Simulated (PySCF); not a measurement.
**Frequency calculation, with input and output: ZrCl3**

The run: frequency calculation of ZrCl3, multiplicity 2. Method and program: UKS-based PBE, Zr def2-SVP with ECP28, Cl def2-SVP; non-relativistic Hamiltonian with a scalar-relativistic core potential; density fitting (PySCF 2.14.0).

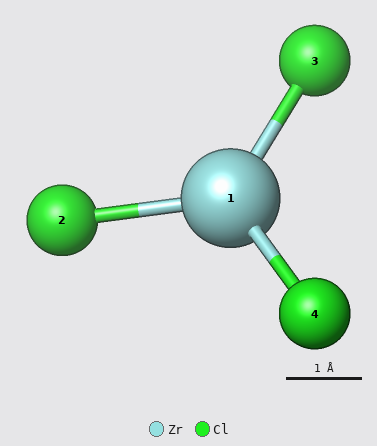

Fig. 1: The structure (ball-and-stick view, seen at a tilt; atoms are numbered from 1 in the order of the input). Sticks mark near contacts. Bond lengths as drawn: Cl–Zr 2.34 Å.

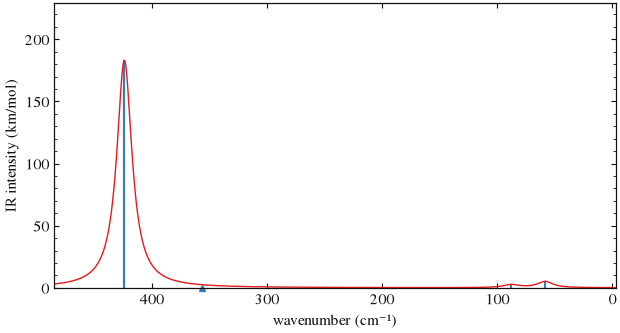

Fig. 2: Harmonic infrared spectrum, unscaled: sticks (degenerate modes added up, dark ones marked on the axis) with a Lorentzian envelope of 16 cm⁻¹ full width, scaled to the tallest stick. 6 modes from 58 to 424 cm⁻¹, none imaginary. The strongest line is at 424 cm⁻¹ (183 km/mol). All modes, in cm⁻¹ (km/mol): 58 (5.0), 88 (1.2), 88 (1.2), 356 (0.0), 424 (92), 424 (92).

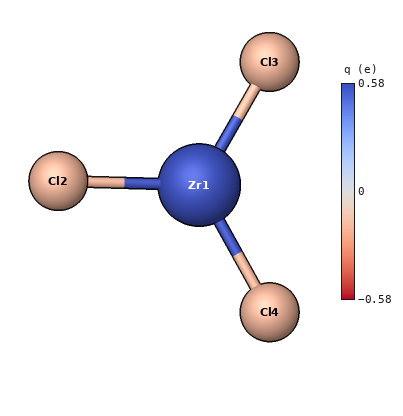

Fig. 3: Mulliken charges, as the colour of each atom (ball-and-stick view, seen at a tilt; atoms are numbered from 1 in the order of the input). By element: Zr +0.55 and Cl −0.18 e.

The input and output of the run follow.

Input file
```python
from pyscf import gto, scf, dft
mol = gto.M(atom='''
Zr    -0.000000     0.000000     0.000000
Cl    -0.000000     0.000000     2.340017
Cl     2.026514     0.000000    -1.170009
Cl    -2.026514     0.000000    -1.170009''',
    basis={'Zr': 'def2-SVP', 'Cl': 'def2-SVP'},
    ecp={'Zr': 'def2-SVP'},
    charge=0, spin=1)
mf = dft.UKS(mol, xc='PBE')
mf.grids.atom_grid = (75, 302)
aux = {'Zr': 'def2-universal-JKFIT', 'Cl': 'def2-universal-JKFIT'}
mf = mf.density_fit(auxbasis=aux)
mf.conv_tol = 1e-09
mf.diis_space = 10
mf.max_cycle = 60
mf.verbose = 4
mf.kernel()
```

The script is an equivalent of the set-up of the self-consistent field. The run itself was carried out by a driver, which started from the orbitals of the step before it where there was one and computed the further properties.

Launched with:
```bash
OMP_NUM_THREADS=2 python axn.py task.json out
```

The program's output
```
init E= -1426.87685417791
  alpha nocc = 32  HOMO = -0.183388571546203  LUMO = -0.114981370402465
  beta  nocc = 31  HOMO = -0.300582801358393  LUMO = -0.124956487560368
  HOMO = -0.183388571546  LUMO = -0.12495648756  gap/eV = 1.59002
cycle= 1 E= -1426.87685417791  delta_E= 1.36e-12  |g|= 6.23e-07  |ddm|= 1.22e-06
  alpha nocc = 32  HOMO = -0.183388568502046  LUMO = -0.114981336610723
  beta  nocc = 31  HOMO = -0.300582778792316  LUMO = -0.124956484772673
  HOMO = -0.183388568502  LUMO = -0.124956484773  gap/eV = 1.59002
Extra cycle  E= -1426.87685417791  delta_E= 1.14e-12  |g|= 9.57e-07  |ddm|= 1.91e-06
converged SCF energy = -1426.87685417791  <S^2> = 0.75299847  2S+1 = 2.0029962
```

Summary

| quantity | value |
| --- | --- |
| outcome | converged |
| total energy | −1426.876854 hartree |
| ⟨S²⟩ | 0.753 |
| zero-point energy | 0.003274 hartree |
| dipole moment | 0.00 D |
| wavenumbers, lowest and highest | 58 and 424 cm⁻¹ |
| hardware | 2 threads of Intel Xeon (Granite Rapids), 64 GiB of memory available, shared host |
| wall time | 23 s (CPU time 44 s) |
| peak memory | 0.92 GiB |
